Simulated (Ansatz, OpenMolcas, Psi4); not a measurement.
## How methods differ on GeO (SMILES [O]=[Ge])

GeO: 2 atoms, total charge 0, spin state singlet. SMILES: `[O]=[Ge]`. The coordinates come from a PBE0-D4/def2-TZVP relaxation.

```xyz
2

O     0.0000    0.0000   -0.0230
Ge    0.0000    0.0000    1.5995
```

Each level gives the electronic atomisation energy (eV). The values are calculated. Electronic energies at fixed atoms, without zero-point motion or spin-orbit coupling.

```csv
level,kind,program,value (eV),less CCSD(T)/cc-pVTZ
HF/cc-pVTZ,Hartree–Fock,OpenMolcas,3.12,-3.61
SVWN5/cc-pVTZ,LDA,OpenMolcas,8.51,+1.78
revPBE/cc-pVTZ,GGA,OpenMolcas,6.95,+0.22
M06-L/cc-pVTZ,meta-GGA,OpenMolcas,7.07,+0.34
PBE0/cc-pVTZ,global hybrid,OpenMolcas,6.59,-0.14
wB97X-V/cc-pVTZ,range-separated hybrid,Psi4,6.86,+0.13
"CCSD(T)/cc-pVTZ, open shells restricted",coupled cluster or CI,OpenMolcas,6.73,0.00
FCI/STO-3G,exact in the basis,Ansatz,6.89,+0.16
```

Differences are taken from CCSD(T)/cc-pVTZ, open shells restricted for orientation; it has basis-set and higher-order errors of its own. All-electron rows without a relativistic Hamiltonian named are non-relativistic. The values span 3.12 to 8.51 eV. High-level rows in very small sets aren't better than simpler rows in larger ones. In the correlated wave-function rows the outer d shell of Ge is correlated, in sets not made for it.

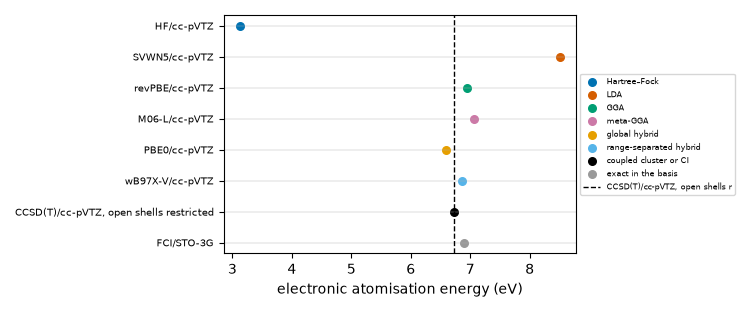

The values of the table, level by level.
